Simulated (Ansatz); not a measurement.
## A computed series for BN: response to strain

The reference is BN (space group P6_3/mmc, No. 194; a = 2.5005 Å, c = 6.4117 Å; layered, stacked along the Cartesian z axis). Axes: x lies along a and z along c of the hexagonal cell.

Strains are applied to the cell and any free atomic positions relax.

Level of theory: PBEsol-D3(BJ) in Ansatz (plane waves to 420 eV, PAW, no spin-orbit coupling).

Notes on the quantities. pressure: mean of the normal stresses, compression positive.

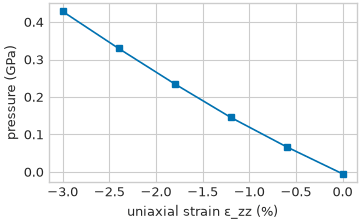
Pressure against uniaxial strain ε_zz

| uniaxial strain ε_zz (%) | pressure |
|---|---|
| -3 | 0.43 GPa |
| -2.4 | 0.33 GPa |
| -1.8 | 0.24 GPa |
| -1.2 | 0.15 GPa |
| -0.6 | 0.07 GPa |

Whether these cells are dynamically stable was not tested.

Ansatz is a program for electronic structure.
